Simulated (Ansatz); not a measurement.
**GeH5O (doublet): B2PLYP, RPA-PBE over a scan of the distance O1–H3 along a hydrogen transfer, cc-pVDZ**

Aim: run GeH5O (doublet) with these functionals over a scan of the distance O1–H3 along a hydrogen transfer, and hold them against the top wave-function level at the same points.

Computed with Ansatz 0.2.0, Gaussian basis. Level: cc-pVDZ, all electrons in the functionals, frozen cores in the correlation of double hybrids and RPA.

The runs, in order: B2PLYP, RPA-PBE, at 0.960 Å; 1.002 Å; 1.088 Å; 1.174 Å; 1.260 Å.

## (1) The geometry

The geometry derives from fragments relaxed apart (PBE0/def2-TZVP) and kept rigid, so it is no stationary point. A hydrogen atom is moved between rigid fragments. No spin-orbit coupling is included. The filled d shell of Ge may be among the frozen orbitals whatever the setting's name suggests; the logs give the count.

7 atoms, charge 0, spin multiplicity 2.

Atoms are counted from 1 here; the program's logs count them from 0.

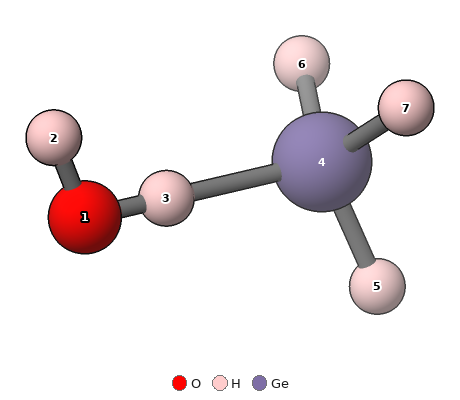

The geometry (oxygen red, hydrogen pink, germanium purple); atoms are numbered from 1 in the order of the file.

No dispersion term is added.

The geometry shown and the zero of energy belong to the point 0.960 Å. The yardstick, UCCSDT(Q), and other wave-function levels (R restricted, U unrestricted, valence and pair active spaces) come from earlier runs.

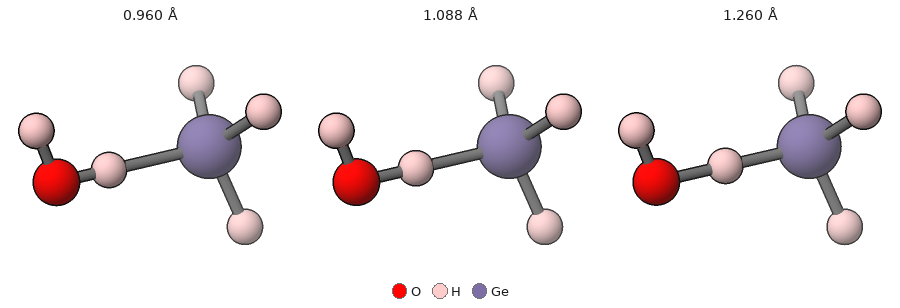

Three points of the scan; sticks are drawn by distance.

## (2) B2PLYP, 0.960 Å

The input, in.yaml:

```yaml
crystal:
  periodic: [false, false, false]
  atoms:
    - {symbol: O, position_ang: [-2.276229, -0.009969, -0.000001]}
    - {symbol: H, position_ang: [-2.525539, 0.916606, -0.000001]}
    - {symbol: H, position_ang: [-1.316700, -0.009969, -0.000001]}
    - {symbol: Ge, position_ang: [0.513771, -0.009969, 0.000000]}
    - {symbol: H, position_ang: [0.982439, -1.475884, 0.000000]}
    - {symbol: H, position_ang: [0.982440, 0.722988, -1.269519]}
    - {symbol: H, position_ang: [0.982439, 0.722988, 1.269520]}
basis:
  gaussian: {orbitals: cc-pVDZ}
magnetization: {spin_polarized: true, initial_magnetization: 1}
hamiltonian: {xc: {name: B2PLYP}}
correlation: {electrons: outside_noble_gas}
```

Run with:

```sh
$ ansatz run in.yaml --threads 1 --pin off --events-out ev --progress --plain --max-ram 2816MiB --backend cpu
```

What it wrote:

```text
Functional definition: B2PLYP
  name "B2PLYP"
  cite "Grimme, J. Chem. Phys. 124, 034108 (2006) doi:10.1063/1.2148954"
  cite "Becke, Phys. Rev. A 38, 3098 (1988) doi:10.1103/PhysRevA.38.3098"
  cite "Lee, Yang & Parr, Phys. Rev. B 37, 785 (1988) doi:10.1103/PhysRevB.37.785"
  parameter a = 0.53
  parameter c = 0.27
  exchange = (1 - a)*b88_x + a*exact_x
  correlation = (1 - c)*lyp_c + c*(mp2_os + mp2_ss)
671 factors; integrals over basis functions are off by at most 1.4e-3 eV
mean field evaluation 1: about -58624.7585 eV, gradient 2.8e1 eV
mean field evaluation 2: about -58624.7612 eV, gradient 2.8e1 eV
mean field evaluation 4: about -58627.5295 eV, gradient 1.1e0 eV
mean field evaluation 8: about -58627.5414 eV, gradient 2.8e-2 eV
mean field evaluation 16: about -58627.5414 eV, gradient 1.5e-5 eV
mean field -58627.54141620 eV, -2154.5224078704 hartree, gradient 5.2e-6 eV, S^2 0.753917; 0 other end points of the search recorded, 0 dependent functions left out
15 core orbitals not correlated: weight in the atoms' cores, before any rotation towards them, 0.999 or more for the frozen orbitals, at most 0.001 for the correlated occupied ones
reference -58627.54155796 eV, -2154.5224130801 hartree; 8, 7 occupied and 43, 44 virtual orbitals, 671 factors
second order -10.00107561 eV of doubles, -0.00000000 eV of singles
Total energy: -58630.24184837 eV, -2154.6216469224 hartree
```

Wall time 2.2 s (1 thread of AMD EPYC 7R13, shared host).

From the report: ⟨S²⟩ of the determinant 0.754 (pure doublet: 0.75).

## (3) B2PLYP, 1.002 Å

The input, in.yaml:

```yaml
crystal:
  periodic: [false, false, false]
  atoms:
    - {symbol: O, position_ang: [-2.276686, -0.009969, -0.000001]}
    - {symbol: H, position_ang: [-2.525995, 0.916606, -0.000001]}
    - {symbol: H, position_ang: [-1.274686, -0.009969, -0.000001]}
    - {symbol: Ge, position_ang: [0.513314, -0.009969, 0.000000]}
    - {symbol: H, position_ang: [0.981982, -1.475884, 0.000000]}
    - {symbol: H, position_ang: [0.981983, 0.722988, -1.269519]}
    - {symbol: H, position_ang: [0.981982, 0.722988, 1.269520]}
basis:
  gaussian: {orbitals: cc-pVDZ}
magnetization: {spin_polarized: true, initial_magnetization: 1}
hamiltonian: {xc: {name: B2PLYP}}
correlation: {electrons: outside_noble_gas}
```

Launched as before.

What it wrote (excerpt; [...] marks lines left out):

```text
Functional definition: B2PLYP
  name "B2PLYP"
  cite "Grimme, J. Chem. Phys. 124, 034108 (2006) doi:10.1063/1.2148954"
  cite "Becke, Phys. Rev. A 38, 3098 (1988) doi:10.1103/PhysRevA.38.3098"
  cite "Lee, Yang & Parr, Phys. Rev. B 37, 785 (1988) doi:10.1103/PhysRevB.37.785"
[...]
671 factors; integrals over basis functions are off by at most 1.4e-3 eV
[...]
mean field -58627.50189542 eV, -2154.5209555086 hartree, gradient 7.1e-6 eV, S^2 0.754941; 0 other end points of the search recorded, 0 dependent functions left out
15 core orbitals not correlated: weight in the atoms' cores, before any rotation towards them, 0.999 or more for the frozen orbitals, at most 0.001 for the correlated occupied ones
reference -58627.50203710 eV, -2154.5209607154 hartree; 8, 7 occupied and 43, 44 virtual orbitals, 671 factors
second order -10.07414847 eV of doubles, -0.00000000 eV of singles
Total energy: -58630.22205719 eV, -2154.6209196099 hartree
```

It took 2.2 s on 1 thread of AMD EPYC 7R13, shared host.

From the report: ⟨S²⟩ of the determinant 0.755 (pure doublet: 0.75).

From 0.960 Å: +1.9 kJ/mol.

## (4) B2PLYP, 1.088 Å

The input, in.yaml:

```yaml
crystal:
  periodic: [false, false, false]
  atoms:
    - {symbol: O, position_ang: [-2.277611, -0.009969, -0.000001]}
    - {symbol: H, position_ang: [-2.526921, 0.916606, -0.000001]}
    - {symbol: H, position_ang: [-1.189611, -0.009969, -0.000001]}
    - {symbol: Ge, position_ang: [0.512389, -0.009969, 0.000000]}
    - {symbol: H, position_ang: [0.981056, -1.475884, 0.000000]}
    - {symbol: H, position_ang: [0.981058, 0.722988, -1.269519]}
    - {symbol: H, position_ang: [0.981057, 0.722988, 1.269520]}
basis:
  gaussian: {orbitals: cc-pVDZ}
magnetization: {spin_polarized: true, initial_magnetization: 1}
hamiltonian: {xc: {name: B2PLYP}}
correlation: {electrons: outside_noble_gas}
```

Same command.

What it wrote (excerpt; [...] marks lines left out):

```text
Functional definition: B2PLYP
  name "B2PLYP"
  cite "Grimme, J. Chem. Phys. 124, 034108 (2006) doi:10.1063/1.2148954"
  cite "Becke, Phys. Rev. A 38, 3098 (1988) doi:10.1103/PhysRevA.38.3098"
  cite "Lee, Yang & Parr, Phys. Rev. B 37, 785 (1988) doi:10.1103/PhysRevB.37.785"
[...]
671 factors; integrals over basis functions are off by at most 1.4e-3 eV
[...]
mean field -58627.28729722 eV, -2154.5130691703 hartree, gradient 4.4e-6 eV, S^2 0.758234; 0 other end points of the search recorded, 0 dependent functions left out
15 core orbitals not correlated: weight in the atoms' cores, before any rotation towards them, 0.999 or more for the frozen orbitals, at most 0.001 for the correlated occupied ones
reference -58627.28743860 eV, -2154.5130743658 hartree; 8, 7 occupied and 43, 44 virtual orbitals, 671 factors
second order -10.16481506 eV of doubles, -0.00000000 eV of singles
Total energy: -58630.03193867 eV, -2154.6139328830 hartree
```

It took 2.2 s on 1 thread of AMD EPYC 7R13, shared host.

From the report: ⟨S²⟩ of the determinant 0.758 (pure doublet: 0.75).

From 0.960 Å: +20.3 kJ/mol.

## (5) B2PLYP, 1.174 Å

The input, in.yaml:

```yaml
crystal:
  periodic: [false, false, false]
  atoms:
    - {symbol: O, position_ang: [-2.278537, -0.009969, -0.000001]}
    - {symbol: H, position_ang: [-2.527846, 0.916606, -0.000001]}
    - {symbol: H, position_ang: [-1.104537, -0.009969, -0.000001]}
    - {symbol: Ge, position_ang: [0.511463, -0.009969, 0.000000]}
    - {symbol: H, position_ang: [0.980131, -1.475884, 0.000000]}
    - {symbol: H, position_ang: [0.980133, 0.722988, -1.269519]}
    - {symbol: H, position_ang: [0.980132, 0.722988, 1.269520]}
basis:
  gaussian: {orbitals: cc-pVDZ}
magnetization: {spin_polarized: true, initial_magnetization: 1}
hamiltonian: {xc: {name: B2PLYP}}
correlation: {electrons: outside_noble_gas}
```

Launched as before.

What it wrote (excerpt; [...] marks lines left out):

```text
Functional definition: B2PLYP
  name "B2PLYP"
  cite "Grimme, J. Chem. Phys. 124, 034108 (2006) doi:10.1063/1.2148954"
  cite "Becke, Phys. Rev. A 38, 3098 (1988) doi:10.1103/PhysRevA.38.3098"
  cite "Lee, Yang & Parr, Phys. Rev. B 37, 785 (1988) doi:10.1103/PhysRevB.37.785"
[...]
671 factors; integrals over basis functions are off by at most 1.4e-3 eV
[...]
mean field -58627.02810165 eV, -2154.5035439089 hartree, gradient 2.5e-6 eV, S^2 0.761850; 0 other end points of the search recorded, 0 dependent functions left out
15 core orbitals not correlated: weight in the atoms' cores, before any rotation towards them, 0.999 or more for the frozen orbitals, at most 0.001 for the correlated occupied ones
reference -58627.02824248 eV, -2154.5035490842 hartree; 8, 7 occupied and 43, 44 virtual orbitals, 671 factors
second order -10.12091849 eV of doubles, -0.00000000 eV of singles
Total energy: -58629.76089047 eV, -2154.6039720456 hartree
```

Wall time 2.3 s (1 thread of AMD EPYC 7R13, shared host).

From the report: ⟨S²⟩ of the determinant 0.762 (pure doublet: 0.75).

From 0.960 Å: +46.4 kJ/mol.

## (6) B2PLYP, 1.260 Å

The input, in.yaml:

```yaml
crystal:
  periodic: [false, false, false]
  atoms:
    - {symbol: O, position_ang: [-2.279462, -0.009969, -0.000001]}
    - {symbol: H, position_ang: [-2.528771, 0.916606, -0.000001]}
    - {symbol: H, position_ang: [-1.019462, -0.009969, -0.000001]}
    - {symbol: Ge, position_ang: [0.510538, -0.009969, 0.000000]}
    - {symbol: H, position_ang: [0.979206, -1.475884, 0.000000]}
    - {symbol: H, position_ang: [0.979208, 0.722988, -1.269519]}
    - {symbol: H, position_ang: [0.979206, 0.722988, 1.269520]}
basis:
  gaussian: {orbitals: cc-pVDZ}
magnetization: {spin_polarized: true, initial_magnetization: 1}
hamiltonian: {xc: {name: B2PLYP}}
correlation: {electrons: outside_noble_gas}
```

Launched as before.

What it wrote (excerpt; [...] marks lines left out):

```text
Functional definition: B2PLYP
  name "B2PLYP"
  cite "Grimme, J. Chem. Phys. 124, 034108 (2006) doi:10.1063/1.2148954"
  cite "Becke, Phys. Rev. A 38, 3098 (1988) doi:10.1103/PhysRevA.38.3098"
  cite "Lee, Yang & Parr, Phys. Rev. B 37, 785 (1988) doi:10.1103/PhysRevB.37.785"
[...]
671 factors; integrals over basis functions are off by at most 1.4e-3 eV
[...]
mean field -58626.80034230 eV, -2154.4951739071 hartree, gradient 1.1e-6 eV, S^2 0.762612; 0 other end points of the search recorded, 0 dependent functions left out
15 core orbitals not correlated: weight in the atoms' cores, before any rotation towards them, 0.998 or more for the frozen orbitals, at most 0.001 for the correlated occupied ones
reference -58626.80048249 eV, -2154.4951790589 hartree; 8, 7 occupied and 43, 44 virtual orbitals, 671 factors
second order -9.92984155 eV of doubles, -0.00000000 eV of singles
Total energy: -58629.48153971 eV, -2154.5937060945 hartree
```

It took 2.3 s on 1 thread of AMD EPYC 7R13, shared host.

From the report: ⟨S²⟩ of the determinant 0.763 (pure doublet: 0.75).

From 0.960 Å: +73.4 kJ/mol.

## (7) RPA-PBE, 0.960 Å

The input, in.yaml:

```yaml
crystal:
  periodic: [false, false, false]
  atoms:
    - {symbol: O, position_ang: [-2.276229, -0.009969, -0.000001]}
    - {symbol: H, position_ang: [-2.525539, 0.916606, -0.000001]}
    - {symbol: H, position_ang: [-1.316700, -0.009969, -0.000001]}
    - {symbol: Ge, position_ang: [0.513771, -0.009969, 0.000000]}
    - {symbol: H, position_ang: [0.982439, -1.475884, 0.000000]}
    - {symbol: H, position_ang: [0.982440, 0.722988, -1.269519]}
    - {symbol: H, position_ang: [0.982439, 0.722988, 1.269520]}
basis:
  gaussian: {orbitals: cc-pVDZ}
magnetization: {spin_polarized: true, initial_magnetization: 1}
hamiltonian: {xc: {name: PBE}}
correlation: {method: rpa, electrons: outside_noble_gas}
```

Launched as before.

What it wrote (excerpt; [...] marks lines left out):

```text
Functional definition: PBE
  name "PBE"
  cite "Perdew, Burke & Ernzerhof, Phys. Rev. Lett. 77, 3865 (1996) doi:10.1103/PhysRevLett.77.3865"
  parent pbe
[...]
671 factors; integrals over basis functions are off by at most 1.4e-3 eV
[...]
mean field -58632.65096747 eV, -2154.7101804165 hartree, gradient 4.1e-6 eV, S^2 0.751447; 0 other end points of the search recorded, 0 dependent functions left out
15 core orbitals not correlated: weight in the atoms' cores, before any rotation towards them, 0.998 or more for the frozen orbitals, at most 0.001 for the correlated occupied ones
reference -58586.01076751 eV, -2152.9961846815 hartree; 8, 7 occupied and 43, 44 virtual orbitals, 671 factors
Total energy: -58600.31216871 eV, -2153.5217514820 hartree
```

It took 2.3 s on 1 thread of AMD EPYC 7R13, shared host.

From the report: ⟨S²⟩ of the determinant 0.751 (pure doublet: 0.75).

## (8) RPA-PBE, 1.002 Å

The input, in.yaml:

```yaml
crystal:
  periodic: [false, false, false]
  atoms:
    - {symbol: O, position_ang: [-2.276686, -0.009969, -0.000001]}
    - {symbol: H, position_ang: [-2.525995, 0.916606, -0.000001]}
    - {symbol: H, position_ang: [-1.274686, -0.009969, -0.000001]}
    - {symbol: Ge, position_ang: [0.513314, -0.009969, 0.000000]}
    - {symbol: H, position_ang: [0.981982, -1.475884, 0.000000]}
    - {symbol: H, position_ang: [0.981983, 0.722988, -1.269519]}
    - {symbol: H, position_ang: [0.981982, 0.722988, 1.269520]}
basis:
  gaussian: {orbitals: cc-pVDZ}
magnetization: {spin_polarized: true, initial_magnetization: 1}
hamiltonian: {xc: {name: PBE}}
correlation: {method: rpa, electrons: outside_noble_gas}
```

The command is unchanged.

What it wrote (excerpt; [...] marks lines left out):

```text
Functional definition: PBE
  name "PBE"
  cite "Perdew, Burke & Ernzerhof, Phys. Rev. Lett. 77, 3865 (1996) doi:10.1103/PhysRevLett.77.3865"
  parent pbe
[...]
671 factors; integrals over basis functions are off by at most 1.4e-3 eV
[...]
mean field -58632.66944123 eV, -2154.7108593146 hartree, gradient 3.7e-6 eV, S^2 0.751475; 1 other end points of the search recorded, 0 dependent functions left out
15 core orbitals not correlated: weight in the atoms' cores, before any rotation towards them, 0.998 or more for the frozen orbitals, at most 0.001 for the correlated occupied ones
reference -58585.91056614 eV, -2152.9925023490 hartree; 8, 7 occupied and 43, 44 virtual orbitals, 671 factors
Total energy: -58600.29795481 eV, -2153.5212291307 hartree
```

Wall time 2.7 s (1 thread of AMD EPYC 7R13, shared host).

From the report: ⟨S²⟩ of the determinant 0.751 (pure doublet: 0.75).

From 0.960 Å: +1.4 kJ/mol.

## (9) RPA-PBE, 1.088 Å

The input, in.yaml:

```yaml
crystal:
  periodic: [false, false, false]
  atoms:
    - {symbol: O, position_ang: [-2.277611, -0.009969, -0.000001]}
    - {symbol: H, position_ang: [-2.526921, 0.916606, -0.000001]}
    - {symbol: H, position_ang: [-1.189611, -0.009969, -0.000001]}
    - {symbol: Ge, position_ang: [0.512389, -0.009969, 0.000000]}
    - {symbol: H, position_ang: [0.981056, -1.475884, 0.000000]}
    - {symbol: H, position_ang: [0.981058, 0.722988, -1.269519]}
    - {symbol: H, position_ang: [0.981057, 0.722988, 1.269520]}
basis:
  gaussian: {orbitals: cc-pVDZ}
magnetization: {spin_polarized: true, initial_magnetization: 1}
hamiltonian: {xc: {name: PBE}}
correlation: {method: rpa, electrons: outside_noble_gas}
```

Same command.

What it wrote (excerpt; [...] marks lines left out):

```text
Functional definition: PBE
  name "PBE"
  cite "Perdew, Burke & Ernzerhof, Phys. Rev. Lett. 77, 3865 (1996) doi:10.1103/PhysRevLett.77.3865"
  parent pbe
[...]
671 factors; integrals over basis functions are off by at most 1.4e-3 eV
[...]
mean field -58632.54804966 eV, -2154.7063982565 hartree, gradient 3.4e-6 eV, S^2 0.751635; 1 other end points of the search recorded, 0 dependent functions left out
15 core orbitals not correlated: weight in the atoms' cores, before any rotation towards them, 0.998 or more for the frozen orbitals, at most 0.001 for the correlated occupied ones
reference -58585.58858645 eV, -2152.9806698139 hartree; 8, 7 occupied and 43, 44 virtual orbitals, 671 factors
Total energy: -58600.12196886 eV, -2153.5147617664 hartree
```

Run time: 2.5 s. Hardware: 1 thread of AMD EPYC 7R13, shared host.

From the report: ⟨S²⟩ of the determinant 0.752 (pure doublet: 0.75).

From 0.960 Å: +18.4 kJ/mol.

## (10) RPA-PBE, 1.174 Å

The input, in.yaml:

```yaml
crystal:
  periodic: [false, false, false]
  atoms:
    - {symbol: O, position_ang: [-2.278537, -0.009969, -0.000001]}
    - {symbol: H, position_ang: [-2.527846, 0.916606, -0.000001]}
    - {symbol: H, position_ang: [-1.104537, -0.009969, -0.000001]}
    - {symbol: Ge, position_ang: [0.511463, -0.009969, 0.000000]}
    - {symbol: H, position_ang: [0.980131, -1.475884, 0.000000]}
    - {symbol: H, position_ang: [0.980133, 0.722988, -1.269519]}
    - {symbol: H, position_ang: [0.980132, 0.722988, 1.269520]}
basis:
  gaussian: {orbitals: cc-pVDZ}
magnetization: {spin_polarized: true, initial_magnetization: 1}
hamiltonian: {xc: {name: PBE}}
correlation: {method: rpa, electrons: outside_noble_gas}
```

Same command.

What it wrote (excerpt; [...] marks lines left out):

```text
Functional definition: PBE
  name "PBE"
  cite "Perdew, Burke & Ernzerhof, Phys. Rev. Lett. 77, 3865 (1996) doi:10.1103/PhysRevLett.77.3865"
  parent pbe
[...]
671 factors; integrals over basis functions are off by at most 1.4e-3 eV
[...]
mean field -58632.32065203 eV, -2154.6980415479 hartree, gradient 2.0e-6 eV, S^2 0.751880; 4 other end points of the search recorded, 0 dependent functions left out
15 core orbitals not correlated: weight in the atoms' cores, before any rotation towards them, 0.998 or more for the frozen orbitals, at most 0.001 for the correlated occupied ones
reference -58585.25797727 eV, -2152.9685201505 hartree; 8, 7 occupied and 43, 44 virtual orbitals, 671 factors
Total energy: -58599.87013417 eV, -2153.5055070123 hartree
```

Wall time 4.9 s (1 thread of AMD EPYC 7R13, shared host).

From the report: ⟨S²⟩ of the determinant 0.752 (pure doublet: 0.75).

From 0.960 Å: +42.6 kJ/mol.

## (11) RPA-PBE, 1.260 Å

The input, in.yaml:

```yaml
crystal:
  periodic: [false, false, false]
  atoms:
    - {symbol: O, position_ang: [-2.279462, -0.009969, -0.000001]}
    - {symbol: H, position_ang: [-2.528771, 0.916606, -0.000001]}
    - {symbol: H, position_ang: [-1.019462, -0.009969, -0.000001]}
    - {symbol: Ge, position_ang: [0.510538, -0.009969, 0.000000]}
    - {symbol: H, position_ang: [0.979206, -1.475884, 0.000000]}
    - {symbol: H, position_ang: [0.979208, 0.722988, -1.269519]}
    - {symbol: H, position_ang: [0.979206, 0.722988, 1.269520]}
basis:
  gaussian: {orbitals: cc-pVDZ}
magnetization: {spin_polarized: true, initial_magnetization: 1}
hamiltonian: {xc: {name: PBE}}
correlation: {method: rpa, electrons: outside_noble_gas}
```

Launched as before.

What it wrote (excerpt; [...] marks lines left out):

```text
Functional definition: PBE
  name "PBE"
  cite "Perdew, Burke & Ernzerhof, Phys. Rev. Lett. 77, 3865 (1996) doi:10.1103/PhysRevLett.77.3865"
  parent pbe
[...]
671 factors; integrals over basis functions are off by at most 1.4e-3 eV
[...]
mean field -58632.04466064 eV, -2154.6878990512 hartree, gradient 2.2e-6 eV, S^2 0.752046; 4 other end points of the search recorded, 0 dependent functions left out
15 core orbitals not correlated: weight in the atoms' cores, before any rotation towards them, 0.997 or more for the frozen orbitals, at most 0.001 for the correlated occupied ones
reference -58585.00559473 eV, -2152.9592452632 hartree; 8, 7 occupied and 43, 44 virtual orbitals, 671 factors
Total energy: -58599.60757528 eV, -2153.4958581510 hartree
```

Wall time 5.5 s (1 thread of AMD EPYC 7R13, shared host).

From the report: ⟨S²⟩ of the determinant 0.752 (pure doublet: 0.75).

From 0.960 Å: +68.0 kJ/mol.

## (12) The comparison

The yardstick is UCCSDT(Q), where the cluster series has nearly closed. It comes from earlier runs at the same points. Energies in kJ/mol, counted from 0.960 Å; blanks weren't run or aren't comparable.

```csv
level,0.960 Å,1.002 Å,1.088 Å,1.174 Å,1.260 Å
UCCSDT(Q),0.0,3.2,24.2,52.3,79.8
B2PLYP,0.0,1.9,20.3,46.4,73.4
RPA-PBE,0.0,1.4,18.4,42.6,68.0
```

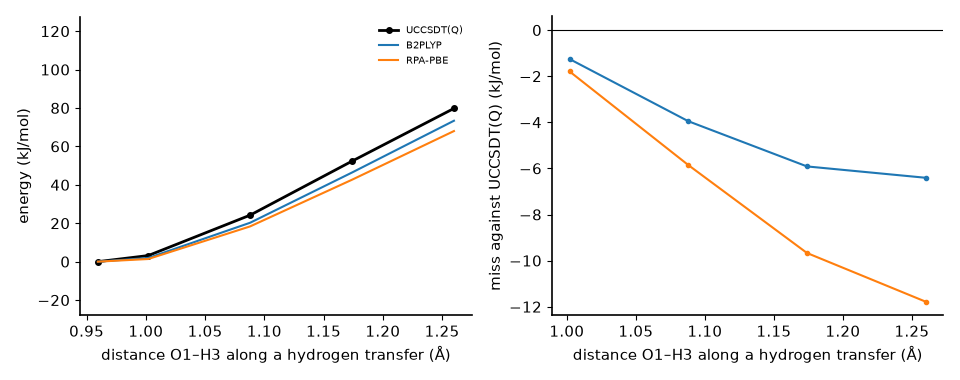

Left: the curves (the axis may cut off levels that run far away). Right: misses against UCCSDT(Q), in the same colours.

Largest miss and mean time a point (UCCSDT(Q) took 4.9 s a point; shared hosts):

```csv
level,largest miss (kJ/mol),where,time a point
B2PLYP,-6.4,1.260 Å,2.2 s
RPA-PBE,-11.8,1.260 Å,3.6 s
```

## (13) What came out

| quantity | value |
| --- | --- |
| span of the UCCSDT(Q) curve | 79.8 kJ/mol |
| largest miss, B2PLYP | -6.4 kJ/mol (1.260 Å) |
| largest miss, RPA-PBE | -11.8 kJ/mol (1.260 Å) |

What this shows: Of the functionals, B2PLYP keep the smallest largest miss at the points compared (at most 6.4 kJ/mol) and RPA-PBE strays most (11.8 kJ/mol, at 1.260 Å). Functionals and the yardstick converge differently with the basis, so part of each miss in cc-pVDZ is the basis.
